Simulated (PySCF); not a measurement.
H2F6Si3, SMILES F[Si](F)(F)[SiH2][Si](F)(F)F at its GFN2-xTB optimised geometry (Å):

```
11

F      3.6771     0.4187    -2.1428
Si     2.1660    -0.0686    -2.0971
F      1.4585     0.8851    -3.1526
F      2.2310    -1.4571    -2.8657
Si     1.2546    -0.1145     0.0000
Si    -1.0325    -0.1145     0.0000
F     -1.7387    -0.8516    -1.2176
F     -1.7311     1.3120     0.0000
F     -1.6904    -0.8160     1.2641
H      1.7387    -1.3120     0.7118
H      1.7378     1.0509     0.7638
```

Calculation: PBE0/def2-TZVP run with PySCF 2.14.0. Cells within 0.4 Å of a nucleus heavier than hydrogen are left out (blank, or x).

Map of the electrostatic potential (hartree/e), clipped to [-0.08, 0.12] on the plane z = 0.0 Å:

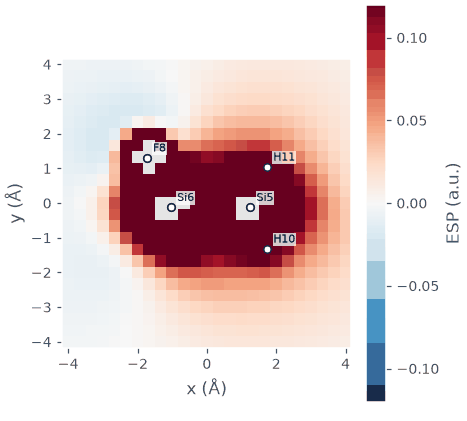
*Electrostatic potential (hartree/e), clipped to [-0.08, 0.12] on the plane z = 0.0 Å.*
